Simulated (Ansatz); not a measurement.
**C3H3B (SMILES B1=CC=C1): one structure at several levels**

A test off equilibrium: a structure displaced at random from a GFN2-xTB minimum is computed at several levels, and each is set against CCSD(T).

Program: Ansatz 0.2.0, Gaussian basis. Level of theory: single points in def2-TZVPP. These are calculated values, not measurements.

Correlated methods freeze the cores.

### Step 1. Starting geometry

7 atoms, charge 0, spin multiplicity 1.

Atoms are counted from 1 here; the program's logs count them from 0.

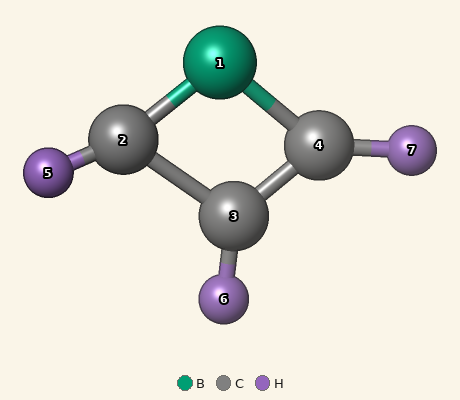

The starting geometry (boron teal, carbon grey, hydrogen purple); atoms are numbered from 1 in the order of the file.

As a file:

```tsv
atom	x (Å)	y (Å)	z (Å)
B1	0.6149	0.7847	-0.8075
C2	-0.8340	0.6026	-0.7736
C3	-0.2265	-0.3378	0.4106
C4	1.0800	-0.2335	0.3237
H5	-1.8032	0.7585	-0.8886
H6	-0.8484	-0.9413	0.9394
H7	1.9638	-0.5978	0.8824
```

### Step 2. CCSD(T)/def2-TZVPP

run/in.yaml

```yaml
crystal:
  periodic: [false, false, false]
  atoms:
    - {symbol: B, position_ang: [0.614900, 0.784700, -0.807500]}
    - {symbol: C, position_ang: [-0.834000, 0.602600, -0.773600]}
    - {symbol: C, position_ang: [-0.226500, -0.337800, 0.410600]}
    - {symbol: C, position_ang: [1.080000, -0.233500, 0.323700]}
    - {symbol: H, position_ang: [-1.803200, 0.758500, -0.888600]}
    - {symbol: H, position_ang: [-0.848400, -0.941300, 0.939400]}
    - {symbol: H, position_ang: [1.963800, -0.597800, 0.882400]}
basis:
  gaussian: {orbitals: def2-TZVPP}
correlation: {method: ccsd_t}
output: {forces: true}
```

The command line of these runs was not kept.

### Step 3. PBE0-D4/def2-TZVPP

Changes to run/in.yaml since step 2:

```diff
@@ -12,3 +12,3 @@
   gaussian: {orbitals: def2-TZVPP}
-correlation: {method: ccsd_t}
-output: {forces: true}
+hamiltonian: {xc: pbe0, dispersion: d4}
+output: {forces: true, orbitals: {seedname: orbitals}}
```

### Step 4. wB97M-V/def2-TZVPP

Changes to run/in.yaml since step 3:

```diff
@@ -12,3 +12,3 @@
   gaussian: {orbitals: def2-TZVPP}
-hamiltonian: {xc: pbe0, dispersion: d4}
-output: {forces: true, orbitals: {seedname: orbitals}}
+hamiltonian: {xc: {name: wB97M-V}}
+output: {forces: true}
```

### Step 5. r2SCAN-D4/def2-TZVPP

Changes to run/in.yaml since step 4:

```diff
@@ -12,3 +12,3 @@
   gaussian: {orbitals: def2-TZVPP}
-hamiltonian: {xc: {name: wB97M-V}}
+hamiltonian: {xc: r2scan, dispersion: d4}
 output: {forces: true}
```

### Step 6. PBE-D4/def2-TZVPP

Changes to run/in.yaml since step 5:

```diff
@@ -12,3 +12,3 @@
   gaussian: {orbitals: def2-TZVPP}
-hamiltonian: {xc: r2scan, dispersion: d4}
+hamiltonian: {xc: pbe, dispersion: d4}
 output: {forces: true}
```

### Step 7. CAM-B3LYP-D4/def2-TZVPP

Changes to run/in.yaml since step 6:

```diff
@@ -12,3 +12,3 @@
   gaussian: {orbitals: def2-TZVPP}
-hamiltonian: {xc: pbe, dispersion: d4}
+hamiltonian: {xc: {name: CAM-B3LYP}, dispersion: d4}
 output: {forces: true}
```

### Step 8. r2SCANh-D4/def2-TZVPP

Changes to run/in.yaml since step 7:

```diff
@@ -12,3 +12,3 @@
   gaussian: {orbitals: def2-TZVPP}
-hamiltonian: {xc: {name: CAM-B3LYP}, dispersion: d4}
+hamiltonian: {xc: {name: r2SCANh}, dispersion: d4}
 output: {forces: true}
```

(Steps that only read results are left out.)

Before running it: what results should come out? Wanted: energy less free atoms, CCSD(T)/def2-TZVPP; RMS force component; RMS force error; HOMO and LUMO, PBE0-D4; T1 diagnostic.

**Answer**, as computed:

```
                                  quantity                                                                                                   value
energy less free atoms, CCSD(T)/def2-TZVPP                                                                                              -28.374 eV
                       RMS force component                                                                    2.186 to 2.400 eV/Å over the methods
                           RMS force error  PBE0-D4 0.390, wB97M-V 0.355, r2SCAN-D4 0.338, PBE-D4 0.262, CAM-B3LYP-D4 0.449, r2SCANh-D4 0.383 eV/Å
                    HOMO and LUMO, PBE0-D4                                                                                      -5.06 and -2.24 eV
                             T1 diagnostic                                                                                                   0.025
```

In words: Against CCSD(T) the functionals' energies less atoms differ by -2.303 to -0.864 eV, PBE-D4 by -2.303 eV. The reference is not at the basis limit: in triple zeta CCSD(T) underbinds, which counts against methods that bind more; the gaps are no ranking. The forces of PBE-D4 come nearest to CCSD(T), those of CAM-B3LYP-D4 are farthest. The T1 diagnostic is large here, over the usual mark for main-group molecules (transition-metal compounds often pass it harmlessly), so CCSD(T) itself may be off. The restricted Hartree–Fock reference is unstable towards an unrestricted one at one or more of these structures.
